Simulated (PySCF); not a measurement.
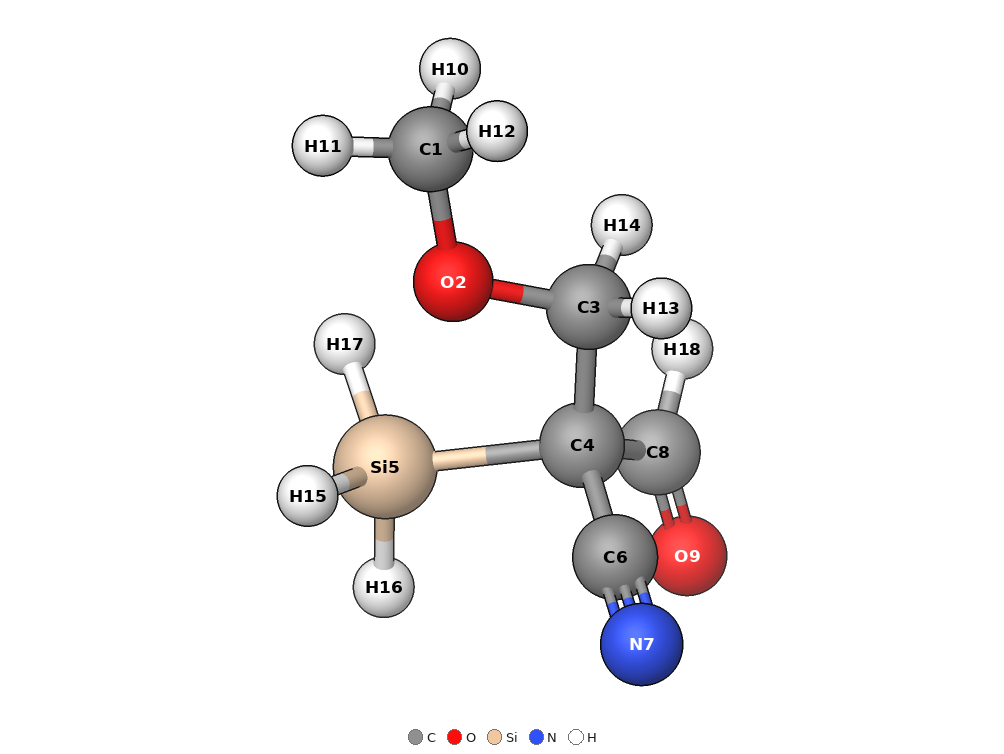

The geometry was computed by an optimisation with GFN2-xTB. No frequency run is at hand to confirm it as a minimum. Electric field gradients from the ground-state density, PBE0/pcSseg-1 (PySCF 2.14.0), non-relativistic apart from any core potentials.

Give the largest field-gradient component, the quadrupole coupling constant and the asymmetry for 17O at O2 (Q = −25.6 mb), 14N at N7 (Q = 20.44 mb), 17O at O9 (Q = −25.6 mb).

```json
{"atom": "O2", "V_zz (a.u.)": "−2.040", "e²qQ/h (MHz)": "12.27", "η": "0.91"}
{"atom": "N7", "V_zz (a.u.)": "−0.955", "e²qQ/h (MHz)": "−4.58", "η": "0.14"}
{"atom": "O9", "V_zz (a.u.)": "−1.993", "e²qQ/h (MHz)": "11.99", "η": "0.54"}
```

The geometry is semi-empirical. Around Si such bond lengths and angles can be off by a tenth of an ångström or more and by several degrees, and values that hang on the shape move with them.
